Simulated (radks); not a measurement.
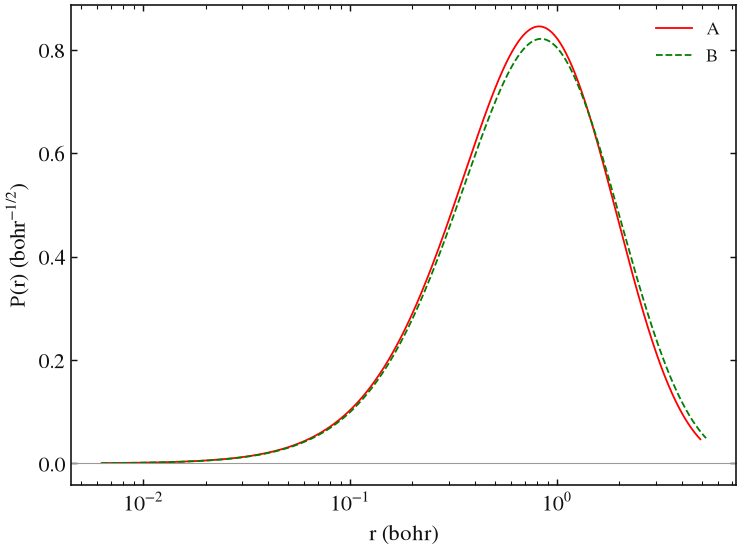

The neutral oxygen atom was computed in two configurations: [He] 2s2 2p4 (both spins equally filled); [He] 2s2 2p4 (high spin). Level of theory: scalar-relativistic Kohn-Sham, PBEsol, spin-polarised, spherical densities, point nucleus. Computed with the in-house radial solver radks.

The plot shows P(r) = r R(r) of the 2p down orbital in both runs (large components where relativistic).

Q: Which curve belongs to which run?

Answer: A is [He] 2s2 2p4 (both spins equally filled) (⟨r⟩ = 1.27 bohr, eigenvalue −8.97 eV); B is [He] 2s2 2p4 (high spin) (⟨r⟩ = 1.34 bohr, eigenvalue −7.10 eV). The orbital is smaller where the other electrons screen the nucleus less.
